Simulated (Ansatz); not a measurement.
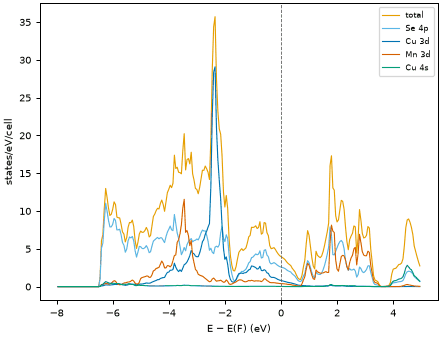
Fig. 1. Total and projected density of states of MnCuSe4 in space group P2_1/c (No. 14; Mn on 2a, Cu on 2d, Se on 4e, Se on 4e), DFT-r²SCAN in the program Ansatz with PAW potentials

Problem. Which orbitals carry the states next to the Fermi level?

Solution. Within 0.5 eV of the Fermi level: Se 4p 64 %, Cu 3d 22 %, Mn 3d 10 %. Projections are on Löwdin-orthogonalised atomic valence shells; empty p or d shells of many metals are not among them.

Problem. Where is the tallest occupied peak in this window, and what makes it?

Solution. Near -2.3 eV, about 36 states/eV per cell; the largest projected share is Cu 3d.

The workflow started from a Materials Project entry (that database holds measured and hypothetical structures alike); the Crystallography Open Database copy checked does not list it. With Mn and Cu taken as one species the cell has the higher symmetry Pa-3, so it may be an ordered model of a mixed-site phase. Its standing as an ambient phase is unchecked. The r²SCAN relaxation kept the symmetry of its start; whether a distortion lowers the energy is not shown. The final state is ferromagnetic, chosen from 2 collinear starts compared on coarse meshes (ties went to the first, and starts can fall back to one state), not a proven ground state. Other orbital occupations within this spin state were not tried. No Hubbard U is applied. The compound may be a true metal, but semilocal functionals without U, or a wrong spin order, can also close a gap. Spin–orbit coupling is left out wherever it is not named.

Potentials: the later of the program's two PAW sets.
